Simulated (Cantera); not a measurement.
Input: 1 mol Fe₂O₃, a varied amount of CO, 0.1 mol N₂, 2.7 mol C, held at 2100 K and 620000 Pa.

Equilibrium computed with Cantera from the NASA thermochemical tables; the gas is ideal and each condensed phase is pure. Candidate condensed phases: C, Fe, Fe(CO)₅, FeO, Fe₂O₃, Fe₃O₄; 27 gas species. Each liquid is taken as pure. Mutual solubility and eutectic melting of coexisting phases are not modelled. The tables' stoichiometric FeO is somewhat more stable than real wüstite, so its field is too wide. FeO: taken at fixed stoichiometry. Kinetics and transport are ignored.

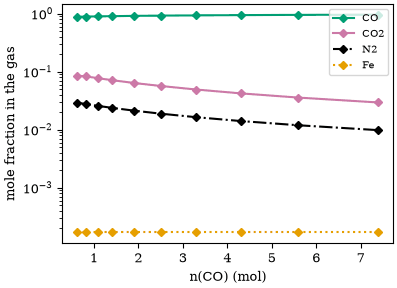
Fig. 1. Equilibrium gas composition (values under 1e-9 drawn at 1e-9)

Read off the mole fractions at 0.83 mol CO.

CO about 0.89, CO₂ about 0.083, N₂ about 0.028, Fe about 0.00017.
